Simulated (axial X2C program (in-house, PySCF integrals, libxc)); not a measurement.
**SnBr: properties at the nuclei**

Aim: properties at the nuclei of SnBr, with spin–orbit coupling in the Hamiltonian from the start.

Program: an in-house X2C program for linear molecules on PySCF integrals. Level of theory: two-component X2C with atomic mean-field terms, Sn dyall-cv3z, Br dyall-cv3z. These are calculated values, not measurements.

### Step 1. The job

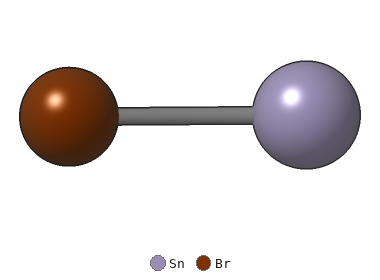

The two atoms at 2.540 Å (tin purple, bromine brown).

File task.json:

```json
{
 "zs": [
  50,
  35
 ],
 "q": 0,
 "bas": [
  "dyall-cv3z",
  "dyall-cv3z"
 ],
 "r0": 2.54,
 "levels": [
  "PBE0",
  "HF",
  "r2SCAN",
  "LDA",
  "TPSSh"
 ],
 "nst": 3
}
```

Keys: zs atomic numbers; q charge; bas basis sets; r0 starting distance in Å; levels methods (HF also brings MP2); nst determinants followed.

Command:

```sh
> python soeom.py task.json out
```

Nuclei are Gaussian, cores are contracted, and the Gaunt term is on.

### Step 2. Expectation values, lowest determinant

R = 2.525 Å. State: Ω = 1/2 (excess of +ω over −ω: ω = 1/2).

Output of the PBE0 run:

```text
two-component X2C + atomic mean field  PBE0
basis functions 231  fitting functions 1226  grid points 5801
iter        total energy     max residual
   1      -8778.815918829     7.71e-01
   2      -8778.858100532     9.31e-04
   3      -8778.858107534     6.46e-04
   4      -8778.858119070     1.19e-04
   5      -8778.858119187     1.10e-04
   6      -8778.858119348     3.45e-05
   7      -8778.858119355     2.24e-05
   8      -8778.858119362     5.44e-06
converged
one-electron -12838.85691750  Coulomb 3956.70147403  exact exchange -63.74330232  xc functional -195.20366240  nuclear repulsion 366.75648282  atomic mean-field constant -4.51219399
```

The highest occupied spinor is 88% Sn p, 9% Br p.

```
 level  Eeff magnitude (GV/cm)  Ws magnitude Sn (kHz)  A∥/gI Sn (MHz)  qzz Sn (a.u.)  A∥/gI Br (MHz)  qzz Br (a.u.)  μ (D)
  PBE0                   0.781                  0.796            2710          -0.58             273           2.92  -2.51
    HF                  0.0215                  0.166            2540          -0.74             172           2.96  -2.90
r2SCAN                   0.185                  0.375            2860          -0.48             285           2.76  -2.31
   LDA                     1.2                   1.31            2690          -0.46             339           2.81  -2.24
 TPSSh                   0.648                  0.662            2680          -0.46             289           2.82  -2.41
```

Eeff is the effective electric field on the electron dipole moment in this Ω state and Ws the scalar–pseudoscalar constant (defined with the proton number Z and per Ω); A∥ is the parallel hyperfine constant, which follows by multiplying with the nuclear g factor gI = μI/(I μN); qzz is the electric field gradient, eQq0 = 234.96 MHz × Q/barn × qzz; μ is positive if Br is the positive end. The operators were transformed with the bare-nucleus X2C matrices.

### Step 3. Expectation values, a higher determinant

R = 2.525 Å. State: Ω = 3/2 (excess of +ω over −ω: ω = 3/2), 0.32 eV above the lowest in the PBE0 search for states (made at or near this distance, with looser thresholds).

Output of the PBE0 run:

```text
two-component X2C + atomic mean field  PBE0
basis functions 231  fitting functions 1226  grid points 5801
iter        total energy     max residual
   1      -8778.804307298     7.72e-01
   2      -8778.846472894     9.32e-04
   3      -8778.846479943     6.46e-04
   4      -8778.846491383     1.21e-04
   5      -8778.846491495     1.14e-04
   6      -8778.846491668     3.47e-05
   7      -8778.846491676     2.29e-05
   8      -8778.846491683     5.60e-06
converged
one-electron -12838.51144446  Coulomb 3956.36098265  exact exchange -63.74168462  xc functional -195.19863407  nuclear repulsion 366.75648282  atomic mean-field constant -4.51219399
```

The highest occupied spinor is 88% Sn p, 9% Br p.

```
 level  Eeff magnitude (GV/cm)  Ws magnitude Sn (kHz)  A∥/gI Sn (MHz)  qzz Sn (a.u.)  A∥/gI Br (MHz)  qzz Br (a.u.)  μ (D)
  PBE0                    1.38                   0.51             252          -1.13            67.4           2.97  -2.39
    HF                    4.89                   1.87             262          -1.32            54.2           3.03  -2.79
r2SCAN                    1.99                   0.78             160          -1.01            91.4           2.79  -2.20
   LDA                   0.653                  0.225             293          -1.00            77.5           2.85  -2.12
 TPSSh                    1.24                  0.459             250          -0.99            73.8           2.85  -2.29
```

### Step 4. What came out

| quantity | value |
| --- | --- |
| lowest determinant | Ω = 1/2 (excess of +ω over −ω: ω = 1/2) |
| Eeff magnitude (GV/cm), PBE0 | 0.781 |
| Ws magnitude Sn (kHz), PBE0 | 0.796 |
| A∥/gI Sn (MHz), PBE0 | 2710 |
| qzz Sn (a.u.), PBE0 | -0.58 |
| higher determinant | Ω = 3/2 (excess of +ω over −ω: ω = 3/2) |
| Eeff magnitude (GV/cm), PBE0, higher determinant | 1.38 |
| Ws magnitude Sn (kHz), PBE0, higher determinant | 0.51 |
| A∥/gI Sn (MHz), PBE0, higher determinant | 252 |
| qzz Sn (a.u.), PBE0, higher determinant | -1.13 |

What this shows: In the first state, the effective field runs from 0.0215 to 1.2 GV/cm over the mean-field levels, so the levels don't agree on it. The expectation values come from single determinants, which for open shells can mix terms of unlike spin or miss the lowest Ω, so a determinant need not be a state. Eeff is the effective electric field on the electron dipole moment in this Ω state and Ws the scalar–pseudoscalar constant (defined with the proton number Z and per Ω); A∥ is the parallel hyperfine constant, which follows by multiplying with the nuclear g factor gI = μI/(I μN); qzz is the electric field gradient, eQq0 = 234.96 MHz × Q/barn × qzz; μ is positive if Br is the positive end. The operators were transformed with the bare-nucleus X2C matrices.
